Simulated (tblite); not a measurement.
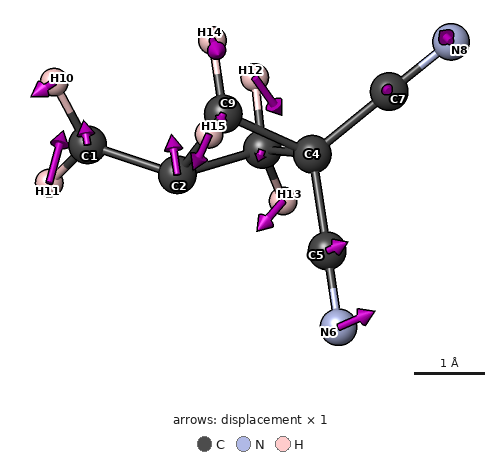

This is a relaxation of C7H6N2 (charge +1, multiplicity 2). The starting structure is drawn; purple arrows show the displacements, at their true length. The two geometries are superimposed by the best rigid fit.

A ball-and-stick model, seen at a tilt.

All numbers below come from GFN2-xTB geometry optimisation, gas phase (tblite 0.8.0). 

**Atoms of which element are displaced furthest, and by how much?**

Hydrogen: up to 0.88 Å, against 0.64 Å for nitrogen.

**What did the optimiser do to the structure, and how much energy did it gain?**

After 84 geometry steps the energy has fallen by 2.409 eV. The largest move after the best rigid fit is that of an H atom, 0.88 Å. By element the largest moves are H 0.88 Å, N 0.64 Å, C 0.63 Å. Near-neighbour distances that change, for instance: C–C 1.448 → 1.347 Å, C–C 1.542 → 1.487 Å, C–C 1.520 → 1.550 Å, C–H 1.102 → 1.079 Å. Among the angles between lasting bonds that change: C–C–C 117.0° → 133.5°, C–C–C 117.5° → 107.2°, H–C–H 115.2° → 106.2°. Cost: 0.61 s on 1 thread of Arm Neoverse V1 (shared host).
